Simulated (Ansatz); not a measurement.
Base system: MgO in the rock salt structure (space group Fm-3m, No. 225; a = 4.2044 Å).

Structures relaxed with r2SCAN in Ansatz (plane waves to 500 eV, PAW, no spin-orbit coupling).

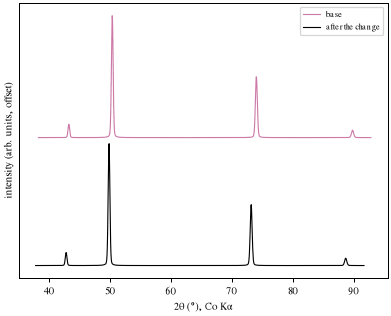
Figure. Simulated powder patterns before (top) and after one change

Task: What was done to the base?
A. isotropic strain +2.50 %
B. isotropic strain +0.50 %
C. isotropic strain +1.50 %
D. isotropic strain +1.00 %

Result: D, isotropic strain +1.00 %. Its volume per atom is 9.57 Å³ against 9.29 Å³, and its space group is Fm-3m (No. 225).

Stability against distortions was not tested.

Ansatz is a program for electronic structure.
